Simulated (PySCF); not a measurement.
# Bi₂F₂O₂ (Bi2(O)2(F)2): what the fields show

Input file:

```
mol = gto.M(atom='''
Bi    -0.00000    -0.53857     1.60378
Bi     0.00000    -0.53857    -1.60378
O      1.39234    -0.58093     0.00000
O     -1.39234    -0.58093     0.00000
F     -0.00000     1.48190     1.96312
F      0.00000     1.48190    -1.96312''',
    basis={'Bi': 'def2-SVP', 'O': 'def2-SVP', 'F': 'def2-SVP'},
    ecp={'Bi': 'def2-SVP'},
    charge=0, spin=0)
mf = dft.RKS(mol, xc='TPSS')
mf.grids.atom_grid = (75, 302)  # f atoms: at least (60, 302), unpruned
mf = mf.density_fit()  # Bi def2-universal-JKFIT, O def2-universal-JKFIT, F def2-universal-JKFIT
mf.conv_tol = 1e-09; mf.max_cycle = 55
mf.kernel(dm0)
```

Run with:

```sh
OMP_NUM_THREADS=2 python run.py
```

Core potentials replace the inner electrons of Bi.

The calculation used RKS TPSS, Bi def2-SVP with ECP60, O def2-SVP, F def2-SVP; non-relativistic Hamiltonian with scalar-relativistic core potentials where named; density fitting in PySCF.

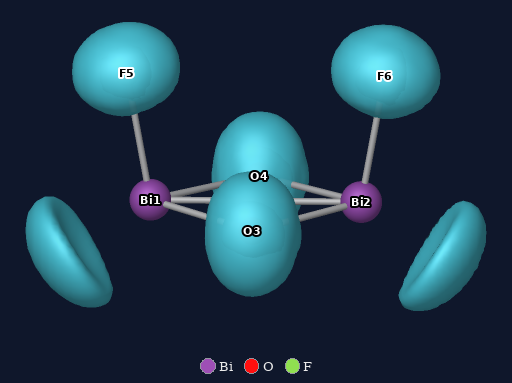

Figure 1. Isosurface of the electron localisation function at 0.75 (cyan), seen at a tilt. Core shells and regions of very low density are left out.

### Identify the bonds, lone pairs and shells in this picture.

The ELF exceeds this value in two lobes on Bi, pointing away from the bonds (lone pairs), two regions wrapped around F (the valence shell of each) and two regions wrapped around O (the valence shell of each).


Bi–F (2.05 Å): the ELF is about 0.15 at the midpoint. Bi–O (2.12 Å): the ELF peaks at about 0.80 in the valence shell of O, 0.6 Å from its nucleus, and drops to about 0.20 between the two atoms.

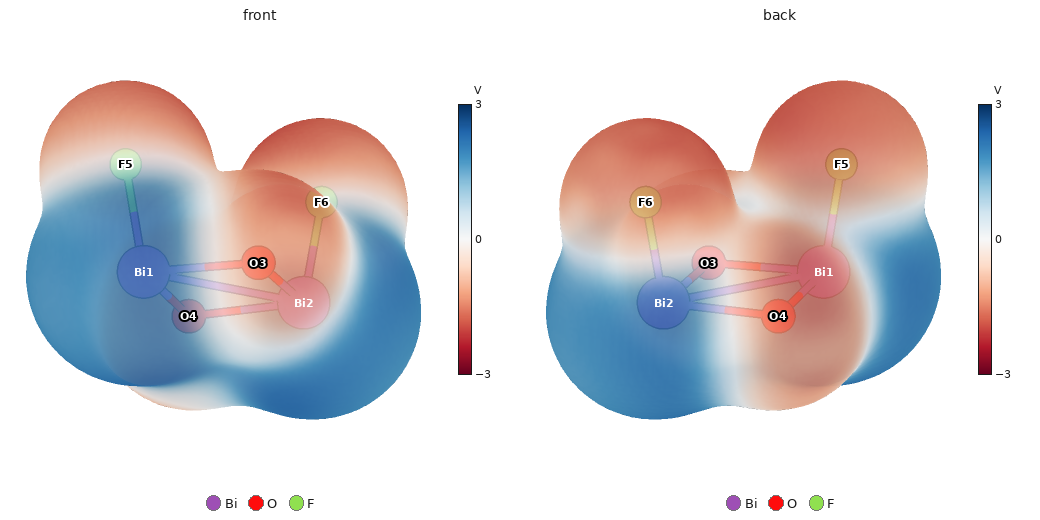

Figure 2. The molecular electrostatic potential painted on the density surface at 0.002 e/bohr³, seen from the front and from behind; the colour scale runs from red (negative) to blue (positive).

### Which sites attract a positive test charge, and which a negative one?

A positive charge is drawn to the negative regions and a negative charge to the positive ones. The most negative region (about −1.9 V) lies over F5 and F6, the most positive (about +2.3 V) over Bi1 and Bi2.

### How polar is the molecule by this calculation?

Its dipole moment is 5.77 D.

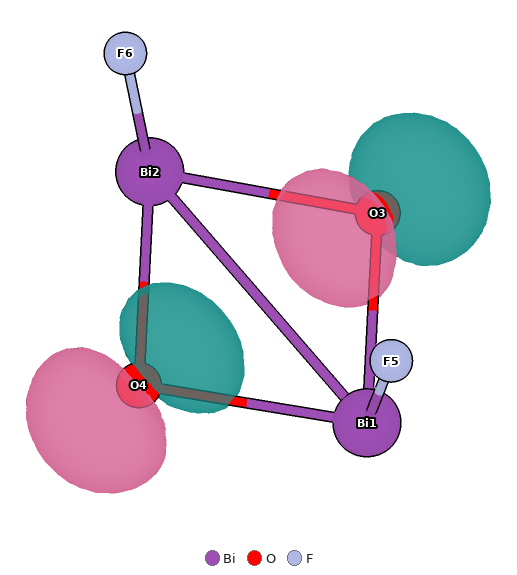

Figure 3. The HOMO−1 at ±0.2 Å⁻³ᐟ² (teal and pink are the two phases), seen at an oblique angle.

### Describe this orbital and give its energy.

It lies mainly on O3 (about 45 %) and O4 (about 45 %); largely a combination of lone pairs on O3 and O4. Its energy is −6.59 eV.

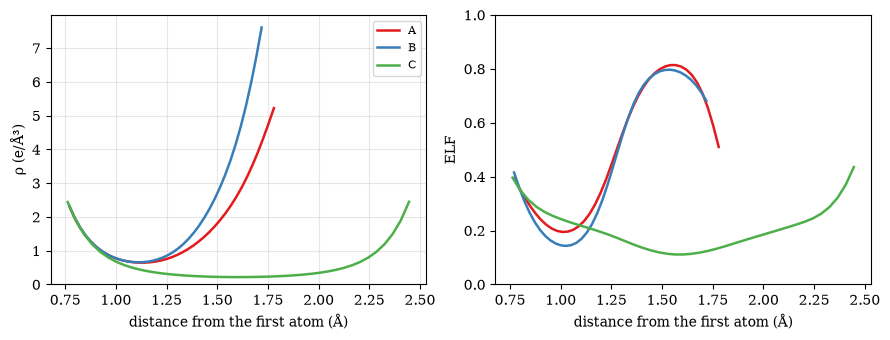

Figure 4. Electron density and ELF along straight lines between neighbouring atoms. The curves leave out the atomic cores.

### Which curve belongs to which contact (Bi–Bi, Bi–F and Bi–O)? The first atom named is at distance zero.

Curve A: Bi–O (2.12 Å): ρ is about 0.68 e/Å³ halfway; the ELF peaks at about 0.80 in the valence shell of O, 0.6 Å from its nucleus, and drops to about 0.20 between the two atoms. Curve B: Bi–F (2.05 Å): ρ is about 0.72 e/Å³ halfway; the ELF is about 0.15 at the midpoint. Curve C: Bi–Bi (3.21 Å): ρ at the midpoint is about 0.22 e/Å³; the ELF is about 0.10 at the midpoint.
